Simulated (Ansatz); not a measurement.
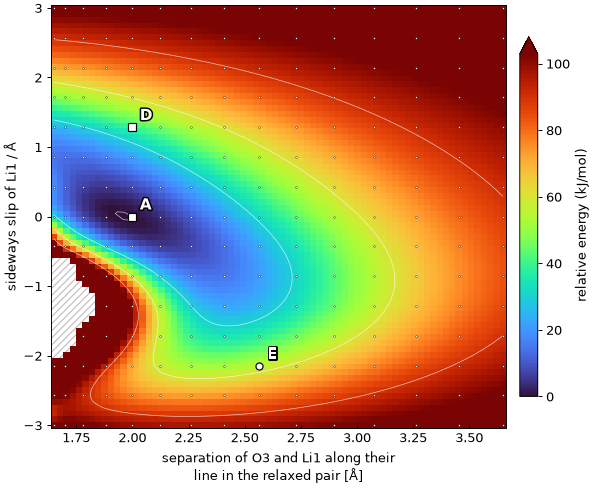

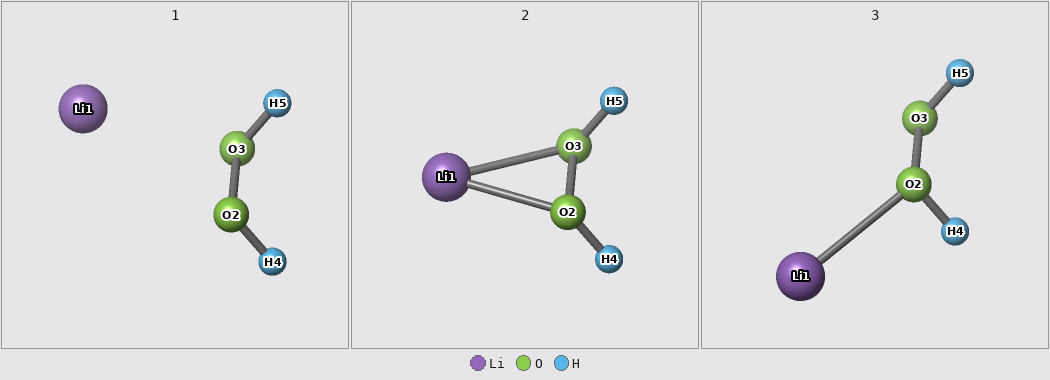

H₂LiO₂, charge +1. 
- Coordinates scanned: (1) separation of O3 and Li1 along their line in the relaxed pair; (2) sideways slip of Li1.
- Nothing is relaxed (both partners rigid).
- Grid: 15 × 15 points. At 7 points there is no value (left out of the scan, as a rule where atoms come close).
- Points are written as (first, second).
- Energies: kJ/mol, counted from the lowest grid point.
- The calculation used RHF-MP2, frozen core/def2-TZVPD (Ansatz 0.2.0).

In the figure: a smooth colour map with a few white contour lines, dots at the grid points, one colour for all values above the top of the scale, hatched blanks where no value was computed, lettered points. Between grid points the surface is interpolated. The numbered pictures are the structures at these points, in random order.

Which structure belongs to which point?

A is structure 2: (1.996 Å, 0.00 Å), 0 kJ/mol; D is structure 1: (1.996 Å, 1.29 Å), 40 kJ/mol; E is structure 3: (2.563 Å, −2.14 Å), 55 kJ/mol.
